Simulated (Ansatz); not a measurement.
# One shape, several levels: singlet [AlF2]+

Aim: a comparison of 6 runs (HF/STO-3G, r2SCAN/STO-3G, wB97M-V/STO-3G, MP2/STO-3G, CCSD/STO-3G, CCSD(T)/STO-3G) of singlet [AlF2]+. 

The results are computed with Ansatz 0.2.0.

37 further runs of the same task are left out: 1 that didn't finish, 36 set aside as unsound or not needed.

## 1. The molecule

[AlF2]+ has 3 atoms, charge +1, and is taken as a singlet. SMILES of the parent species: `[F][Al][F]`. The shape is that of a PBE0-D4/def2-TZVP optimisation. That shape belongs to the parent species and isn't relaxed for this state.

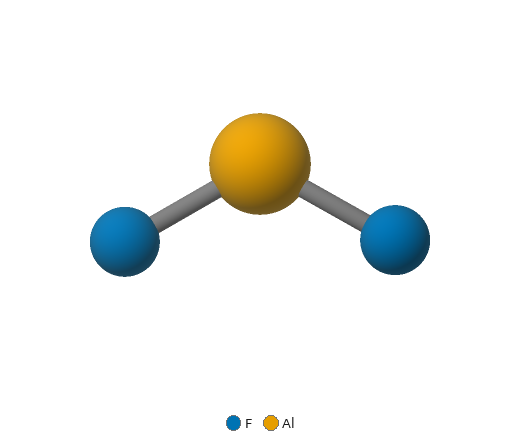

Viewed from a chosen angle; fluorine blue, aluminium amber.

## 2. The energy at HF/STO-3G (run 1)

File molecule.yaml:

```yaml
basis:
  gaussian:
    orbitals: STO-3G
crystal:
  periodic: [false, false, false]
  atoms:
    - symbol: F
      position_ang: [0.533000, -1.361200, 0.136400]
    - symbol: Al
      position_ang: [0.388700, 0.275400, 0.245200]
    - symbol: F
      position_ang: [-0.932500, 1.021000, -0.394800]
total_charge: 1
hamiltonian:
  xc: hf
accuracy: high
```

Started as:

```
$ ansatz run molecule.yaml --threads 1 --pin off --max-ram 2610MiB --events-out events.jsonl --progress --plain --runs-dir runs
```

Log:

```text
Warning: RAYON_NUM_THREADS=1 ignored (pool sized by the plan → 1); use --threads N
Functional definition: HF
  name "HF"
  exchange = exact_x
  correlation = 0
332 factors; integrals over basis functions are off by at most 2.8e-8 eV
mean field evaluation 1: about -11828.2882 eV, gradient 3.5e1 eV
mean field evaluation 2: about -11828.3002 eV, gradient 3.6e1 eV
mean field evaluation 4: about -11834.9771 eV, gradient 2.2e0 eV
mean field evaluation 8: about -11835.0108 eV, gradient 4.8e-2 eV
mean field -11835.01080610 eV, -434.9286250659 hartree, gradient 1.3e-8 eV, S^2 0.000000; 0 other end points of the search recorded, 0 dependent functions left out
reference -11835.01080610 eV, -434.9286250659 hartree; 15, 15 occupied and 4, 4 virtual orbitals, 332 factors
Total energy: -11835.01080610 eV, -434.9286250659 hartree
```

Run time: 0.1 s. Hardware: 1 thread of Arm Neoverse V1, shared host.

## 3. The energy at r2SCAN/STO-3G (run 2)

File input.yaml:

```yaml
crystal:
  periodic: [false, false, false]
  atoms:
    - {symbol: F, position_ang: [0.533000, -1.361200, 0.136400]}
    - {symbol: Al, position_ang: [0.388700, 0.275400, 0.245200]}
    - {symbol: F, position_ang: [-0.932500, 1.021000, -0.394800]}
basis:
  gaussian:
    orbitals: STO-3G
total_charge: 1
hamiltonian:
  xc: r2scan
accuracy: high
```

Started as:

```
$ ansatz run input.yaml --threads 1 --pin off --max-ram 2610MiB --events-out events.jsonl --progress --plain --runs-dir runs
```

Log:

```text
Warning: RAYON_NUM_THREADS=1 ignored (pool sized by the plan → 1); use --threads N
Functional definition: r2SCAN
  name "r2SCAN"
  parameter k0 = 0.174
  parameter k1 = 0.065
  parameter a1 = 4.9479
  exchange = r2scan_x(k0 = k0, k1 = k1, a1 = a1)
  correlation = r2scan_c
332 factors; integrals over basis functions are off by at most 2.8e-8 eV
mean field evaluation 1: about -11855.4180 eV, gradient 4.3e1 eV
mean field evaluation 2: about -11788.5314 eV, gradient 1.4e2 eV
mean field evaluation 4: about -11865.4211 eV, gradient 4.7e0 eV
mean field evaluation 8: about -11865.5027 eV, gradient 4.9e-2 eV
mean field evaluation 16: about -11865.4603 eV, gradient 2.6e-6 eV
mean field -11865.46030104 eV, -436.0476233653 hartree, gradient 1.0e-8 eV, S^2 0.000000; 0 other end points of the search recorded, 0 dependent functions left out
reference -11865.46030130 eV, -436.0476233750 hartree; 15, 15 occupied and 4, 4 virtual orbitals, 332 factors
Total energy: -11865.46030130 eV, -436.0476233750 hartree
```

Run time: 2.2 s. Hardware: 1 thread of Arm Neoverse V1, shared host; peak memory 0.13 GiB.

## 4. A single-point energy at wB97M-V/STO-3G (run 3)

File run.yaml:

```yaml
crystal:
  periodic: [false, false, false]
  atoms:
    - {symbol: F, position_ang: [0.533000, -1.361200, 0.136400]}
    - {symbol: Al, position_ang: [0.388700, 0.275400, 0.245200]}
    - {symbol: F, position_ang: [-0.932500, 1.021000, -0.394800]}
basis:
  gaussian:
    orbitals: STO-3G
total_charge: 1
hamiltonian:
  xc: {name: wB97M-V}
accuracy: high
```

Started as:

```
$ ansatz run run.yaml --threads 1 --pin off --max-ram 2610MiB --events-out events.jsonl --progress --plain --runs-dir runs
```

Log, cut to the lines that bear on the results:

```text
Warning: RAYON_NUM_THREADS=1 ignored (pool sized by the plan → 1); use --threads N
Functional definition: wB97M-V
  name "wB97M-V"
[...]
  gx(w, u) = 1 - cx + cx01*u + cx10*w
  gss(w, u) = css00 + css04*u^4 + css10*w + css20*w^2 + css43*w^4*u^3
  gos(w, u) = cos00 + cos10*w + (cos20 + cos21*u)*w^2 + (cos60 + cos61*u)*w^6
[...]
      + integral(e_c_pw_mod_opposite_spin*gos(b97_w_opposite, b97_u_opposite)) + vv10(b, c)
332 factors; integrals over basis functions are off by at most 2.8e-8 eV
125 factors; integrals over basis functions are off by at most 7.9e-10 eV
[...]
mean field -11868.43596970 eV, -436.1569771715 hartree, gradient 9.2e-8 eV, S^2 0.000000; 0 other end points of the search recorded, 0 dependent functions left out
reference -11868.43597142 eV, -436.1569772348 hartree; 15, 15 occupied and 4, 4 virtual orbitals, 332 factors
Total energy: -11868.43597142 eV, -436.1569772348 hartree
```

Wall time 15 s (1 thread of Arm Neoverse V1, shared host); peak memory 0.24 GiB.

Runs 4 to 5 aren't shown in full; the table further down has their settings and results.

## 5. The energy at CCSD(T)/STO-3G (run 6)

File job.yaml:

```yaml
crystal:
  periodic: [false, false, false]
  atoms:
    - {symbol: F, position_ang: [0.533000, -1.361200, 0.136400]}
    - {symbol: Al, position_ang: [0.388700, 0.275400, 0.245200]}
    - {symbol: F, position_ang: [-0.932500, 1.021000, -0.394800]}
basis:
  gaussian:
    orbitals: STO-3G
total_charge: 1
correlation:
  method: ccsd_t
  frozen_orbitals: {Al: 5, F: 1}
accuracy: high
scf:
  omitted_lower_state_checks: [cluster_reference, increment]
```

Started as:

```
$ ansatz run job.yaml --threads 1 --pin off --max-ram 2610MiB --events-out events.jsonl --progress --plain --runs-dir runs
```

Log, cut to the lines that bear on the results:

```text
Warning: RAYON_NUM_THREADS=1 ignored (pool sized by the plan → 1); use --threads N
Functional definition: HF
  name "HF"
[...]
332 factors; integrals over basis functions are off by at most 2.8e-8 eV
[...]
mean field -11835.01080610 eV, -434.9286250659 hartree, gradient 1.3e-8 eV, S^2 0.000000; 0 other end points of the search recorded, 0 dependent functions left out
7 core orbitals not correlated: weight in the atoms' cores, before any rotation towards them, 1.000 or more for the frozen orbitals, at most 0.000 for the correlated occupied ones
reference -11835.01080610 eV, -434.9286250659 hartree; 8, 8 occupied and 4, 4 virtual orbitals, 332 factors
second order -2.23652678 eV of doubles, -0.00000000 eV of singles
cycle   1  -2.21626263 eV  change    2.0e-2 eV  update   1.5e-1
[...]
cycle  25  -2.65665040 eV  change  -6.6e-10 eV  update   1.2e-9
perturbative correction -0.34764101 eV, -0.0127755717 hartree
Total energy: -11838.01509752 eV, -435.0390307391 hartree
Checks for a lower state left out: cluster_reference, increment
```

Wall time 0.2 s (1 thread of Arm Neoverse V1, shared host).

## 6. All runs side by side

```tsv
run	level	frozen core orbitals	energy (Eh)	wall time
1	HF/STO-3G	–	-434.928625	0.1 s
2	r2SCAN/STO-3G	–	-436.047623	2.2 s
3	wB97M-V/STO-3G	–	-436.156977	15 s
4	MP2/STO-3G	7	-435.010816	0.12 s
5	CCSD/STO-3G	7	-435.026255	0.2 s
6	CCSD(T)/STO-3G	7	-435.039031	0.2 s
```

## 7. Summary of results

```
                                          quantity          value
                               run 6: total energy  -435.03903 Eh
run 6: correlation energy (7 core orbitals frozen)     -110.4 mEh
                             run 6: (T) correction     -12.78 mEh
                              run 6: T1 diagnostic          0.033
```

Below the HF energy at the same shape and in the same basis (STO-3G): MP2 -82.2 mEh; CCSD -97.6 mEh; CCSD(T) -110.4 mEh. Totals of different functionals can't be ranked against each other. In runs 5, 6 the T1 diagnostic is large, so a single reference may not serve. In runs 1, 2, 3, 4, 5, 6 the basis is minimal, so the values are rough. All runs together took 18 s, the longest 15 s.
